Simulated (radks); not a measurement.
**Run report: Co⁺, atomic calculation**

The cobalt ion Co⁺ in the configuration [Ar] 3d8 (3d3/2: 4, 3d5/2: 4). Computed at this level: Dirac Kohn-Sham, PBE, spin-unpolarised, spherical densities, point nucleus (the in-house radial solver radks).

## The program's output
```
1s1/2   1   2.0000        -279.09787598
2s1/2   1   2.0000         -33.11680230
2p1/2   1   2.0000         -28.74242200
2p3/2   1   4.0000         -28.19740008
3s1/2   1   2.0000          -3.87961147
3p1/2   1   2.0000          -2.57993766
3p3/2   1   4.0000          -2.51302348
3d3/2   1   4.0000          -0.45318799
3d5/2   1   4.0000          -0.44670316
Etot -1392.9463107015492
Ekin 1413.8517733154354
Encl -3336.7656242366356
Eh 589.3934685665047
Exc -59.42592834685366
err 4.823391730873325e-09
it 16
```

## Orbitals

```csv
orbital,occupation,energy (eV),⟨r⟩ (bohr),outer maximum (bohr)
1s,2,−7594.6,0.05619,0.0368
2s,2,−901.154,0.2552,0.213
2p1/2,2,−782.121,0.2228,0.170
2p3/2,4,−767.290,0.2259,0.173
3s,2,−105.570,0.7779,0.670
3p1/2,2,−70.204,0.8170,0.676
3p3/2,4,−68.383,0.8271,0.683
3d3/2,4,−12.332,1.134,0.677
3d5/2,4,−12.155,1.143,0.680
```

## Slater integrals of the outer shells (hartree)

| integral | value |
| --- | --- |
| F0(3d5/2,3d5/2) | 0.8320 |
| F2(3d5/2,3d5/2) | 0.3680 |
| F4(3d5/2,3d5/2) | 0.2260 |
| F0(3d5/2,3d3/2) | 0.8350 |
| F2(3d5/2,3d3/2) | 0.3695 |
| F4(3d5/2,3d3/2) | 0.2269 |
| G0(3d5/2,3d3/2) | 0.8343 |
| G2(3d5/2,3d3/2) | 0.3692 |
| G4(3d5/2,3d3/2) | 0.2267 |
| F0(3d5/2,3p3/2) | 0.9437 |
| F2(3d5/2,3p3/2) | 0.4313 |
| G1(3d5/2,3p3/2) | 0.5340 |
| G3(3d5/2,3p3/2) | 0.3199 |
| F0(3d5/2,3p1/2) | 0.9486 |

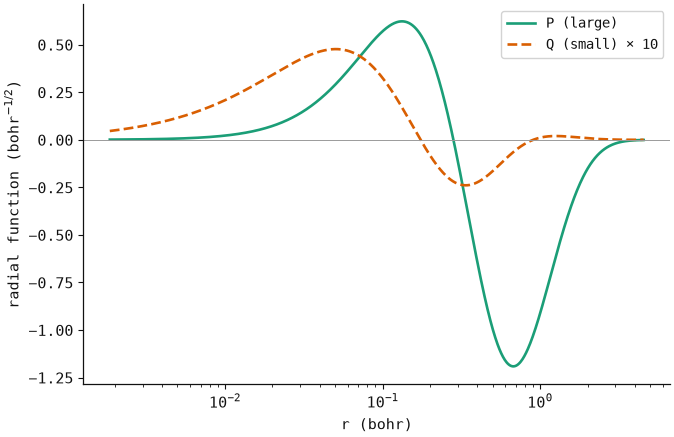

**Figure 1.** The large and small radial components of one occupied spinor. It is 3p1/2. The spinor has κ = 1: the large component has l = 1 and 1 radial node (r = 0.282 bohr), the small one has l = 0. The small component carries 0.034 % of the norm; ⟨r⟩ = 0.817 bohr and the eigenvalue is −70.2 eV. The nodes of P give n − l − 1 and its extent picks the shell; Q has as many nodes as P for κ < 0 and one more for κ > 0.

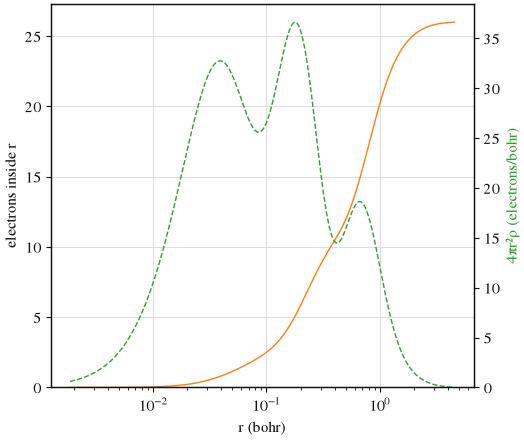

**Figure 2.** The number of electrons inside radius r (solid) and the radial density 4πr²ρ (dashed). The count levels off at 26 electrons. Half of them lie within 0.562 bohr, 90 % within 1.39 bohr and 99 % within 2.79 bohr. The radial density has minima at 0.0852 and 0.418 bohr, where the count stands at 2.1 and 10.7; these part the shells that the density resolves.

## Input
```
Z 27
configuration [Ar] 3d8
relativity Dirac
functional pbe,pbe
spin unpolarised
j_filling energy
nucleus point
c 137.035999084
```

Energies in input and log are in hartree, lengths in bohr.

## Results in brief

```tsv
quantity	value
outcome	converged
total energy	−1392.9463 hartree
kinetic energy	1413.8518 hartree
electron–nucleus energy	−3336.7656 hartree
Hartree energy	589.393469 hartree
exchange–correlation energy	−59.425928 hartree
radius at density 0.001 e/bohr³	3.44 bohr
SCF iterations	16
hardware	1 CPU thread, shared host
```
